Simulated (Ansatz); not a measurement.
# C2H3F2N: up Jacob's ladder to CCSD(T)

How much do the methods differ for C2H3F2N? The plan is to run it at one geometry with functionals of several rungs and with coupled cluster, and see how far each lands from CCSD(T) at the basis-set limit for the atomisation energy.

Method: functionals in def2-TZVPP, the program's frozen cores in correlated methods; program: Ansatz 0.2.0, Gaussian basis.

Levels to be run: LDA (SPW92), PBE-D4, revPBE-D4, BLYP-D4, r2SCAN-D4, B97M-V, PBE0-D4, B3LYP-D4, r2SCANh-D4, r2SCAN0-D4, HSE06-D4, BHLYP-D4, CAM-B3LYP-D4, LC-ωPBE, ωB97X-V, ωB97M-V, B2PLYP, PBE-QIDH; CCSD(T)/def2-SVP; CCSD(T)/def2-TZVPP; MP2/def2-QZVPP; extrapolation to the limit; RPA on PBE.

### Step 1. The geometry

An earlier PBE0-D4 in a triple-zeta def2 set relaxation fixed the geometry.

SMILES `F/C=N\CF`, 8 atoms, charge 0, spin multiplicity 1.

Atoms are counted from 1 here; the program's logs count them from 0.

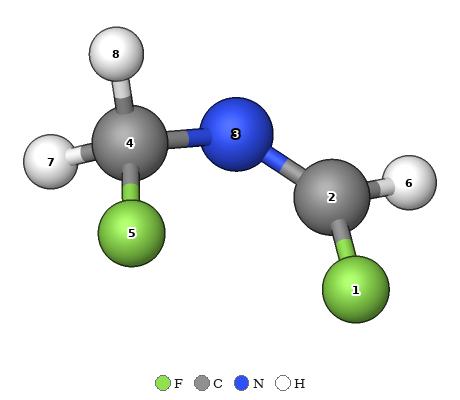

The geometry (fluorine green, carbon grey, nitrogen blue, hydrogen white); atoms are numbered from 1 in the order of the file.

### Step 2. LDA

This LDA is Slater exchange with PW92 correlation.

in.yaml

```yaml
crystal:
  periodic: [false, false, false]
  atoms:
    - {symbol: F, position_ang: [-1.097979, 1.596840, -0.144360]}
    - {symbol: C, position_ang: [-0.739461, 0.729550, 0.805742]}
    - {symbol: N, position_ang: [0.001889, -0.254266, 0.669252]}
    - {symbol: C, position_ang: [0.648218, -0.708128, -0.497650]}
    - {symbol: F, position_ang: [0.433389, 0.032233, -1.641004]}
    - {symbol: H, position_ang: [-1.190591, 0.992976, 1.758878]}
    - {symbol: H, position_ang: [0.310433, -1.729706, -0.698321]}
    - {symbol: H, position_ang: [1.726201, -0.716498, -0.308237]}
basis:
  gaussian: {orbitals: def2-TZVPP}
hamiltonian: {xc: lda}
output: {orbitals: {seedname: orbitals}}
```

Command:

```bash
ansatz run in.yaml --threads 2 --pin off --events-out ev --progress --plain --max-ram 4352MiB
```

The runs that follow: PBE-D4 (GGA); revPBE-D4 (GGA); BLYP-D4 (GGA); r2SCAN-D4 (meta-GGA); B97M-V (meta-GGA); B3LYP-D4 (hybrid); r2SCANh-D4 (hybrid); r2SCAN0-D4 (hybrid); HSE06-D4 (hybrid); BHLYP-D4 (hybrid); CAM-B3LYP-D4 (range-separated); LC-ωPBE (range-separated); ωB97X-V (range-separated); ωB97M-V (range-separated); B2PLYP (double hybrid); PBE-QIDH (double hybrid); CCSD(T) in def2-SVP; CCSD(T) in def2-TZVPP; MP2 in def2-QZVPP; RPA on PBE orbitals.

Q: Predict the results of all the runs planned. Wanted: atomisation energy, CCSD(T)/CBS; farthest beyond LDA; mean size of error, GGA; mean size of error, meta-GGA; mean size of error, hybrid; mean size of error, range-separated; mean size of error, double hybrid; gap, smallest and largest; T1 diagnostic.

The runs gave:

| quantity | value |
| --- | --- |
| atomisation energy, CCSD(T)/CBS | 754.6 kcal/mol |
| functionals within 3.8 kcal/mol (0.5 %) | B97M-V, B2PLYP |
| farthest beyond LDA | PBE-D4 (+38.7 kcal/mol) |
| mean size of error, GGA | 21.7 kcal/mol |
| mean size of error, meta-GGA | 3.8 kcal/mol |
| mean size of error, hybrid | 13.3 kcal/mol |
| mean size of error, range-separated | 7.0 kcal/mol |
| mean size of error, double hybrid | 4.0 kcal/mol |
| gap, smallest and largest | 5.76 eV (LDA (SPW92)), 13.79 eV (LC-ωPBE) |
| T1 diagnostic | 0.0130 |
| triples share of the correlation energy | 3.6 % |

What this shows: LDA overbinds by 150.3 kcal/mol (20 %). PBE-D4 misses by +38.7 kcal/mol. Double hybrids carry the basis error of their MP2 part in triple zeta, and no dispersion term here, so their miss is partly the set-up's. Taken by rung, meta-GGA functionals do best (3.8 kcal/mol on average) and GGA ones worst beyond LDA (21.7 kcal/mol). The gap between the best rungs is small, so their order is not settled. Misses under about 3.8 kcal/mol are within the doubt on the reference itself, which lacks core-valence correlation, relativity and higher excitations. Hartree-Fock recovers 67 % of the binding; the rest is correlation. CCSD(T) in def2-SVP is off by -39.7 kcal/mol, worse than the median functional, from the basis alone. The gap grows from 5.8 to 13.8 eV across the functionals, mostly with the share of exact exchange.
